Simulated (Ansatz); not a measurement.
```xyz
10

W     0.2165   -0.3619   -0.3943
O    -0.0004   -0.5070    2.7204
H    -0.5721   -1.2855    2.8122
H     0.8127    0.9572    0.4434
H     0.0396    1.1516   -1.0549
H    -0.8808    0.6964    0.2800
Cl   -1.5786   -1.7471    0.0448
Cl    0.4981   -0.7021   -2.6402
Br    2.4295   -1.1955    0.5383
H     0.9105   -0.8766    2.8092
```

Core potentials replace the inner electrons of W; not at a stationary point (largest force 1.0 eV/Å).

Theory: RKS B3LYP-D4/def2-SVP (Ansatz 0.2.0).

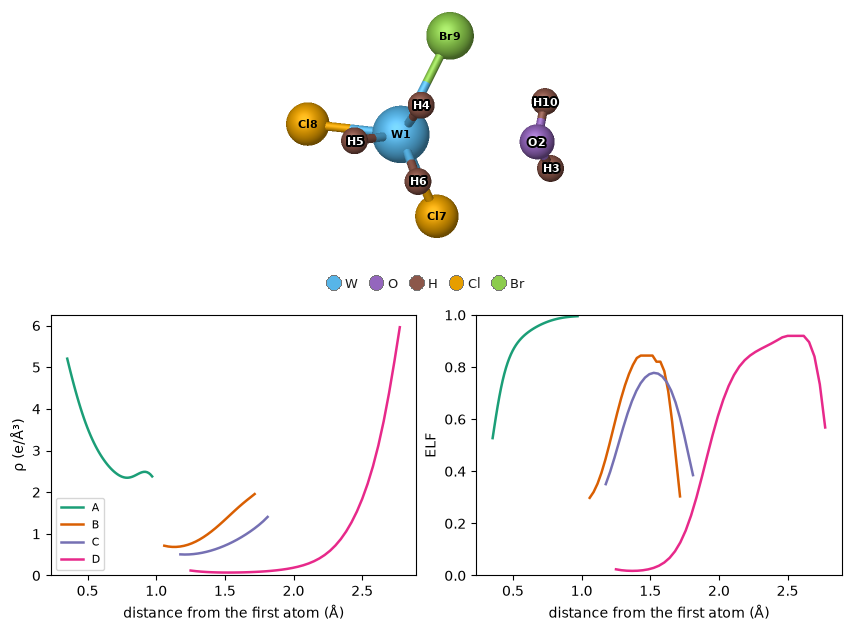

BrCl2H3W···H2O. Electron density and ELF along straight lines between neighbouring atoms. The curves leave out the atomic cores. The structure is drawn too.

Question: Which curve belongs to which contact (O–H, W–Br, W–Cl and W–O)? The first atom named is at distance zero.

Answer: Curve A: O–H (0.97 Å): ρ is about 3.7 e/Å³ halfway; the ELF climbs to about 1 towards the hydrogen, as it does in any bond to H: an ordinary covalent bond to hydrogen. Curve B: W–Cl (2.29 Å): ρ is about 0.69 e/Å³ halfway; the ELF peaks at about 0.85 in the valence shell of Cl, 0.9 Å from its nucleus, and is about 0.40 at the midpoint. Curve C: W–Br (2.54 Å): the density is about 0.51 e/Å³ at the midpoint; the ELF peaks at about 0.80 in the valence shell of Br, 1.0 Å from its nucleus, and is about 0.50 at the midpoint. Curve D: W1···O2 (3.13 Å): the density falls to about 0.07 e/Å³ on the way; the ELF dips to about 0 between them.
